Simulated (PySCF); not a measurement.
SMILES C[N]([GeH3])[SiH](C)C (C₃H₁₃GeNSi), GFN2-xTB optimised geometry. Atoms within 1.6 Å of the plane z = 0.0 Å (x, y, z in Å): Si1 (0.52, 0.75, 0.00), C2 (-0.15, -0.14, -1.53), C3 (2.42, 0.75, 0.00), N4 (-0.05, -0.09, 1.41), Ge6 (-1.57, -1.11, 1.40), H7 (0.03, 2.15, 0.00), H8 (0.20, -1.17, -1.58), H9 (-1.23, -0.16, -1.53), H11 (2.80, 1.09, -0.96), H12 (2.82, 1.41, 0.76), H13 (2.82, -0.24, 0.18), H17 (-1.45, -2.15, 0.33), H18 (-2.82, -0.31, 1.17).

Calculation: CAM-B3LYP/def2-SVP (PySCF). Cells within 0.4 Å of a nucleus heavier than hydrogen are left out (blank, or x).

Map of the Laplacian of the electron density (e/bohr⁵), clipped to [-1.50, 1.50] on the plane z = 0.0 Å:

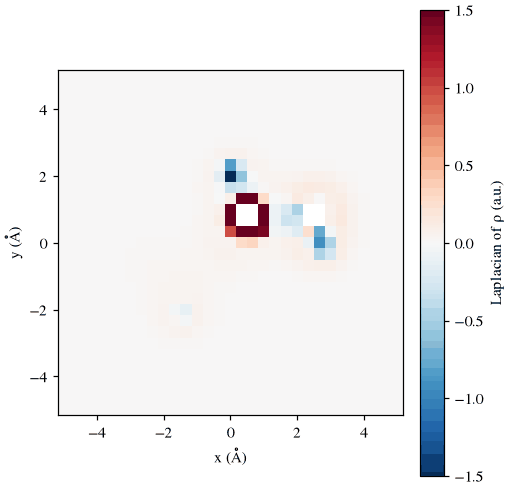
Figure: Laplacian of the electron density (e/bohr⁵), clipped to [-1.50, 1.50] on the plane z = 0.0 Å.
